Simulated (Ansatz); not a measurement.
```json
{"atom": "Br", "x (Å)": "-1.2865", "y (Å)": "2.0555", "z (Å)": "1.9881"}
{"atom": "Cl", "x (Å)": "-0.8043", "y (Å)": "2.4673", "z (Å)": "-1.4770"}
{"atom": "N", "x (Å)": "-2.5223", "y (Å)": "-0.6187", "z (Å)": "-1.4470"}
{"atom": "N", "x (Å)": "-2.1899", "y (Å)": "-0.0270", "z (Å)": "-0.2243"}
{"atom": "Si", "x (Å)": "-2.0729", "y (Å)": "1.6695", "z (Å)": "-0.0423"}
{"atom": "H", "x (Å)": "-3.5057", "y (Å)": "-0.4667", "z (Å)": "-1.6639"}
{"atom": "H", "x (Å)": "-1.9562", "y (Å)": "-0.2412", "z (Å)": "-2.2074"}
{"atom": "H", "x (Å)": "-1.7342", "y (Å)": "-0.6620", "z (Å)": "0.4230"}
{"atom": "H", "x (Å)": "-3.3636", "y (Å)": "2.3713", "z (Å)": "-0.2323"}
```

Geometry: PBE0-D3(BJ)/def2-SVP.

All numbers below come from isolated molecule in a Gaussian basis; Kohn-Sham density functional theory, functional PBE0 (Ansatz).

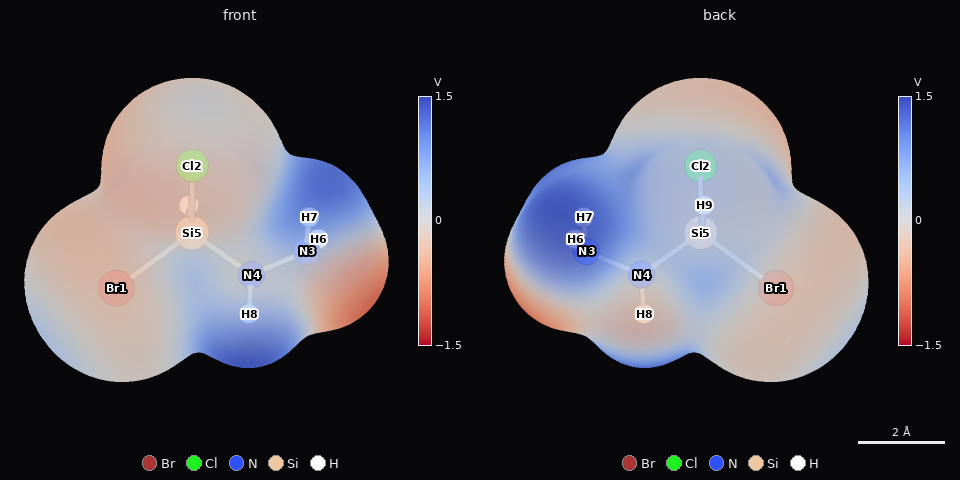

BrClH₄N₂Si. The electrostatic potential painted on the density surface at 0.001 e/bohr³, seen from the front and from behind; red is negative and blue positive.

Where is the surface potential most negative and most positive?

Answer. The most negative region (about −1.0 V) lies over N3, the most positive (about +1.4 V) over H6 and H8. Br1 shows a σ-hole: about +0.3 V at the tip opposite its bond, against about −0.2 V on its flanks.

How polar is the molecule by this calculation?

Answer. Its dipole moment is 1.42 D.
